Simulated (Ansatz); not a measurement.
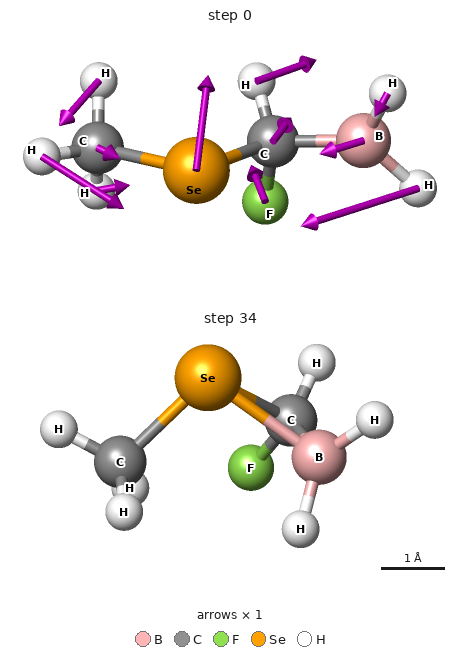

The structure of C₂H₆BFSe (coarse preliminary run) before (top) and after (bottom) a relaxation, at one scale. The purple arrows give the displacements, at their true length.

The picture is a ball-and-stick view, seen from a free direction.

The start comes from a force field.

The calculation used RKS PBE-D4/def2-SVP (Ansatz).

The input:
```yaml
crystal:
  periodic: [false, false, false]
  atoms:
    - {symbol: B, position_ang: [-1.345000, 1.680700, 0.334300]}
    - {symbol: C, position_ang: [-0.646100, 0.416200, -0.173600]}
    - {symbol: F, position_ang: [-0.465200, 0.499400, -1.550700]}
    - {symbol: Se, position_ang: [1.143300, 0.285100, 0.744400]}
    - {symbol: C, position_ang: [1.432700, -1.490000, -0.028600]}
    - {symbol: H, position_ang: [-1.677400, 2.594500, -0.445500]}
    - {symbol: H, position_ang: [-1.654900, 1.847400, 1.465900]}
    - {symbol: H, position_ang: [-1.232100, -0.449800, 0.048100]}
    - {symbol: H, position_ang: [0.636700, -2.176900, 0.329100]}
    - {symbol: H, position_ang: [2.407600, -1.849100, 0.393600]}
    - {symbol: H, position_ang: [1.465800, -1.414600, -1.096400]}
basis:
  gaussian: {orbitals: def2-SVP}
hamiltonian: {xc: pbe, dispersion: d4}
relax: {f_tol: 0.03, max_steps: 200}
```

Launched with:
```bash
ansatz run in.yaml --threads 4 --pin off --events-out ev --progress --plain --max-ram 10444MiB
```

Describe what moved and what it gained.

Over 31 accepted moves (34 points after the start) the energy falls by 0.918 eV. The largest force component goes from 1.8 to 0.019 eV/Å. The line search rejected the trial steps at points 18, 23, 31 of the run. The forces were under the threshold at step 21, but the run went on from there. The atom that moves furthest after the best rigid fit is H6 (2.21 Å). Largest moves by element: H 2.21 Å, Se 1.65 Å, F 0.80 Å, B 0.78 Å, C 0.75 Å. Among the contacts that change: B1–Se4 2.882 → 2.177 Å, C2–Se4 2.015 → 2.114 Å, C2–H8 1.069 → 1.107 Å, C2–F3 1.391 → 1.358 Å. Among the angles between lasting bonds that change: B1–C2–Se4 107.9° → 71.0°, B1–C2–H8 110.5° → 125.3°, B1–C2–F3 109.8° → 122.1°. Groups turn about C2–Se4 by about 90°, Se4–C5 by about 80°. The run took 43 s on 4 threads of Intel Xeon @ 2.60GHz, with other jobs on the host.
